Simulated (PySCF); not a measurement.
**[Sm2Cl3]+: how settings move a single point**

Which settings matter for [Sm2Cl3]+? Each run alters one on purpose. It is a constructed species; whether it can be made isn't addressed.

Computed with PySCF 2.14.0. Level: BP86, Sm lcecp-0-SVP with ECP52, Cl def2-SVP; scalar-relativistic core potentials, no spin–orbit coupling.

3 further runs of the same task are left out: 1 for a known fault of the program, 2 that didn't finish.

### 1 The starting structure

5 atoms, charge 1, spin multiplicity 1.

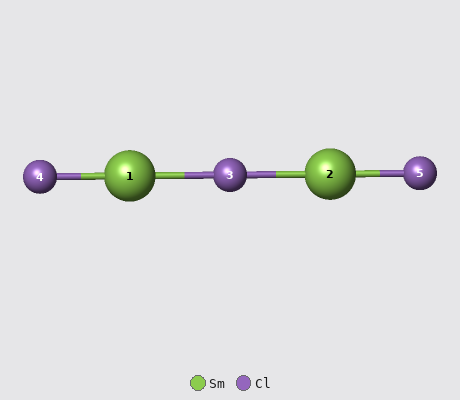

The structure; samarium green, chlorine purple; atoms are numbered from 1 in the order of the file.

Geometry (Å):

| atom | x (Å) | y (Å) | z (Å) |
| --- | --- | --- | --- |
| Sm1 | 0.0000 | 0.0000 | 2.8800 |
| Sm2 | 0.0000 | 0.0000 | -2.8800 |
| Cl3 | 0.0000 | 0.0000 | 0.0000 |
| Cl4 | 0.0000 | 0.0000 | 5.4581 |
| Cl5 | 0.0000 | 0.0000 | -5.4581 |

Formal oxidation states: Sm +2. Each metal's 6 4f electrons lie in its core potential, so multiplicities, spins and levels count the valence alone. An earlier session relaxed this geometry at BP86, Sm lcecp-0-SVP with ECP52, Cl def2-SVP (singlet, point group D∞h).

The sound run used a (50, 194) grid (finer on f atoms), a threshold of 1e-8 and at most 55 cycles, and ended at -1438.189678 Eh.

### 2 Try 1

Contents of run.py (the lines that set the calculation):

```python
mol = gto.M(atom='''
Sm     0.00000     0.00000     3.02400
Sm     0.00000     0.00000    -3.02400
Cl     0.00000     0.00000     0.00000
Cl     0.00000     0.00000     5.73103
Cl     0.00000     0.00000    -5.73103''',
    basis={'Sm': 'lcecp-0-SVP', 'Cl': 'def2-SVP'},
    ecp={'Sm': 'lcecp-0-SVP'},
    charge=1, spin=0)
mf = dft.RKS(mol, xc='B88,P86')
mf.grids.atom_grid = (50, 194)  # f atoms: unpruned, at least (60, 302)
mf = mf.density_fit()  # fitting sets: Sm AutoAux, Cl def2-universal-JKFIT
mf.conv_tol = 1e-08; mf.max_cycle = 55
mf.kernel(dm0)  # dm0: free metal ions and neutral atoms
```

Launch:

```bash
> OMP_NUM_THREADS=2 python run.py
```

Output:

```text
init E= -1483.72334141425
cycle= 1 E= -1421.69187308982  delta_E=   62  |g|= 5.28  |ddm|= 8.09
cycle= 2 E= -1309.42293501152  delta_E=  112  |g|= 8.55  |ddm|=   20
cycle= 3 E= -1383.83034125443  delta_E= -74.4  |g|= 8.52  |ddm|= 20.3
cycle= 4 E= -1437.9226662647  delta_E= -54.1  |g|= 0.924  |ddm|=   11
cycle= 5 E= -1437.97574133007  delta_E= -0.0531  |g|= 0.723  |ddm|= 1.55
cycle= 6 E= -1437.98171359906  delta_E= -0.00597  |g|= 0.694  |ddm|= 0.499
cycle= 7 E= -1437.98253856444  delta_E= -0.000825  |g|= 0.692  |ddm|= 0.0038
cycle= 8 E= -1438.16454528263  delta_E= -0.182  |g|= 0.215  |ddm|= 1.16
cycle= 9 E= -1438.18018911274  delta_E= -0.0156  |g|= 0.0338  |ddm|= 0.367
cycle= 10 E= -1438.1798743479  delta_E= 0.000315  |g|= 0.0411  |ddm|= 0.113
cycle= 11 E= -1438.18061874546  delta_E= -0.000744  |g|= 0.00182  |ddm|= 0.0863
cycle= 12 E= -1438.18061993476  delta_E= -1.19e-06  |g|= 0.000369  |ddm|= 0.00325
cycle= 13 E= -1438.18061999224  delta_E= -5.75e-08  |g|= 6.32e-05  |ddm|= 0.00091
cycle= 14 E= -1438.18061999389  delta_E= -1.64e-09  |g|= 2.41e-06  |ddm|= 0.000117
Extra cycle  E= -1438.18061999388  delta_E= 2.27e-12  |g|= 4.58e-06  |ddm|= 1.31e-05
converged SCF energy = -1438.18061999388
```

Run time: 14 s. Hardware: 2 threads of Arm Neoverse N1, shared host.

Changed: the scale of all coordinates (1.05). It converges in 14 cycles, +0.246 eV from the sound run, with a largest force component of 1.14 eV/Å. The setting is unsound, so these numbers aren't the compound's.

### 3 Try 2

Contents of run.py (the lines that set the calculation):

```python
mol = gto.M(atom='''
Sm     0.00000     0.00000     2.88000
Sm     0.00000     0.00000    -2.88000
Cl     0.00000     0.00000     0.00000
Cl     0.00000     0.00000     5.45812
Cl     0.00000     0.00000    -5.45812''',
    basis={'Sm': 'lcecp-0-SVP', 'Cl': 'def2-SVP'},
    ecp={'Sm': 'lcecp-0-SVP'},
    charge=1, spin=0)
mf = dft.RKS(mol, xc='B88,P86')
mf.grids.atom_grid = (40, 110)  # f atoms: unpruned
mf = mf.density_fit()  # fitting sets: Sm AutoAux, Cl def2-universal-JKFIT
mf.conv_tol = 1e-08; mf.max_cycle = 55
mf.kernel(dm0)  # dm0: free metal ions and neutral atoms
```

Launch:

```bash
> OMP_NUM_THREADS=2 python run.py
```

Output:

```text
init E= -1483.81030675736
cycle= 1 E= -1422.91749896325  delta_E= 60.9  |g|= 5.25  |ddm|= 7.88
cycle= 2 E= -1312.9149187481  delta_E=  110  |g|= 9.67  |ddm|= 19.7
cycle= 3 E= -1427.23709641182  delta_E= -114  |g|= 6.65  |ddm|= 18.1
cycle= 4 E= -1437.8378712294  delta_E= -10.6  |g|= 1.06  |ddm|=  5.3
cycle= 5 E= -1437.94474158515  delta_E= -0.107  |g|= 0.802  |ddm|= 1.46
cycle= 6 E= -1438.10575362472  delta_E= -0.161  |g|= 0.43  |ddm|= 0.653
cycle= 7 E= -1438.18876546373  delta_E= -0.083  |g|= 0.0814  |ddm|= 1.01
cycle= 8 E= -1438.18930768703  delta_E= -0.000542  |g|= 0.0568  |ddm|= 0.173
cycle= 9 E= -1438.19062031609  delta_E= -0.00131  |g|= 0.00966  |ddm|= 0.0936
cycle= 10 E= -1438.19065439415  delta_E= -3.41e-05  |g|= 0.000713  |ddm|= 0.0185
cycle= 11 E= -1438.19065446889  delta_E= -7.47e-08  |g|= 0.000439  |ddm|= 0.00143
cycle= 12 E= -1438.19065454897  delta_E= -8.01e-08  |g|= 1.09e-05  |ddm|= 0.000883
cycle= 13 E= -1438.19065454901  delta_E= -3.8e-11  |g|= 1.53e-06  |ddm|= 1.86e-05
Extra cycle  E= -1438.19065454901  delta_E= 2.5e-12  |g|= 1.86e-06  |ddm|= 4.71e-06
converged SCF energy = -1438.19065454901
```

It took 12 s on 2 threads of Arm Neoverse N1, shared host.

Changed: the integration grid, to (40, 110). It converges in 13 cycles, -0.027 eV from the sound run, with a largest force component of 0.02 eV/Å. The setting is unsound, so these numbers aren't the compound's.

### 4 Try 3

run.py (the lines that set the calculation): that of step 3 with these lines changed.

```diff
@@ -10,5 +10,5 @@
 mf = dft.RKS(mol, xc='B88,P86')
-mf.grids.atom_grid = (40, 110)  # f atoms: unpruned
+mf.grids.atom_grid = (50, 194)  # f atoms: unpruned, at least (60, 302)
 mf = mf.density_fit()  # fitting sets: Sm AutoAux, Cl def2-universal-JKFIT
-mf.conv_tol = 1e-08; mf.max_cycle = 55
+mf.conv_tol = 1e-06; mf.max_cycle = 55
 mf.kernel(dm0)  # dm0: free metal ions and neutral atoms
```

Launch:

```bash
> OMP_NUM_THREADS=2 python run.py
```

Output:

```text
init E= -1483.80924712418
cycle= 1 E= -1422.92733102147  delta_E= 60.9  |g|= 5.25  |ddm|= 7.85
cycle= 2 E= -1312.96048328719  delta_E=  110  |g|=  9.7  |ddm|= 19.7
cycle= 3 E= -1430.59721871738  delta_E= -118  |g|= 6.05  |ddm|=   18
cycle= 4 E= -1437.88576591906  delta_E= -7.29  |g|= 0.98  |ddm|= 4.89
cycle= 5 E= -1437.97612274423  delta_E= -0.0904  |g|= 0.744  |ddm|= 1.35
cycle= 6 E= -1438.12189738264  delta_E= -0.146  |g|= 0.382  |ddm|= 0.645
cycle= 7 E= -1438.18815500781  delta_E= -0.0663  |g|= 0.0733  |ddm|= 0.925
cycle= 8 E= -1438.18876460813  delta_E= -0.00061  |g|= 0.0466  |ddm|= 0.142
cycle= 9 E= -1438.18966244598  delta_E= -0.000898  |g|= 0.00674  |ddm|= 0.0815
cycle= 10 E= -1438.18967802519  delta_E= -1.56e-05  |g|= 0.000762  |ddm|= 0.0127
cycle= 11 E= -1438.18967813805  delta_E= -1.13e-07  |g|= 0.000388  |ddm|= 0.00137
Extra cycle  E= -1438.18967798708  delta_E= 1.51e-07  |g|= 0.000762  |ddm|= 0.00214
converged SCF energy = -1438.18967798708
```

It took 13 s on 2 threads of Arm Neoverse N1, shared host.

Changed: the SCF threshold (1e-06). It converges in 11 cycles, at the sound run's energy within 0.001 eV, with a largest force component of 0.00 eV/Å. The result survives the change.

### 5 Try 4

run.py (the lines that set the calculation): that of step 4 with these lines changed.

```diff
@@ -12,3 +12,3 @@
 mf = mf.density_fit()  # fitting sets: Sm AutoAux, Cl def2-universal-JKFIT
-mf.conv_tol = 1e-06; mf.max_cycle = 55
-mf.kernel(dm0)  # dm0: free metal ions and neutral atoms
+mf.conv_tol = 1e-08; mf.max_cycle = 55
+mf.kernel(dm0)  # dm0: smeared density
```

Launch:

```bash
> OMP_NUM_THREADS=2 python run.py
```

Output:

```text
init E= -1438.07885872216
cycle= 1 E= -1438.17866149364  delta_E= -0.0998  |g|= 0.162  |ddm|= 0.338
cycle= 2 E= -1438.14128930836  delta_E= 0.0374  |g|= 0.366  |ddm|= 0.963
cycle= 3 E= -1438.18955781742  delta_E= -0.0483  |g|= 0.0207  |ddm|= 0.617
cycle= 4 E= -1438.18965193724  delta_E= -9.41e-05  |g|= 0.00896  |ddm|= 0.0332
cycle= 5 E= -1438.18967719879  delta_E= -2.53e-05  |g|= 0.00173  |ddm|= 0.0137
cycle= 6 E= -1438.18967817671  delta_E= -9.78e-07  |g|= 0.000257  |ddm|= 0.00232
cycle= 7 E= -1438.18967820076  delta_E= -2.4e-08  |g|= 1.91e-05  |ddm|= 0.000446
cycle= 8 E= -1438.18967820087  delta_E= -1.12e-10  |g|= 5.06e-06  |ddm|= 4.58e-05
Extra cycle  E= -1438.18967820087  delta_E= 3.18e-12  |g|= 6.55e-06  |ddm|= 2.23e-05
converged SCF energy = -1438.18967820087
```

Run time: 11 s. Hardware: 2 threads of Arm Neoverse N1, shared host.

Changed: the starting guess (smeared density). It converges in 8 cycles, at the sound run's energy within 0.001 eV, with a largest force component of 0.00 eV/Å. The result survives the change.

### 6 Side by side

| run | changed | ending | energy change (eV) | cycles | time | usable |
| --- | --- | --- | --- | --- | --- | --- |
| 1 | the scale of all coordinates | converged | +0.246 | 14 | 14 s | no |
| 2 | the integration grid | converged | -0.027 | 13 | 12 s | no |
| 3 | the SCF threshold | converged | 0.000 | 11 | 13 s | yes |
| 4 | the starting guess | converged | 0.000 | 8 | 11 s | yes |

2 of 4 altered runs give a usable result. 2 ended normally with numbers unfit to quote.
